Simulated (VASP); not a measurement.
Energy against volume of ZnSe (zinc blende). These are PBE GGA, VASP's PBE PAW potentials (set 64) (plane waves; VASP) values and carry that method's errors.

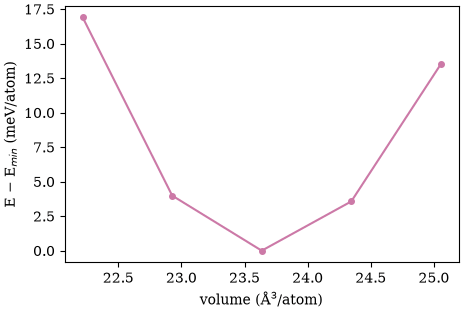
Fig. 1. Energy against volume

Estimate the equilibrium volume and the bulk modulus.

The minimum lies near 23.6 Å³/atom, and the curvature gives B0 of about 57 GPa.

Measured: bulk modulus 62.4 GPa (computed value off by -9.2 %), as given by Cormac Toher et al., Physical Review Materials (2017), arXiv:1611.05714; a 5.668 Å (computed value off by +1.3 %), as given by Martin Albrecht et al., Physical review. B, Condensed matter (1997), arXiv:cond-mat/9706128. The calculation is for a static lattice, while the measured bulk modulus, a hold thermal and zero-point effects, which are part of the difference.

The compound is ZnSe in the zinc blende structure. It was relaxed first.
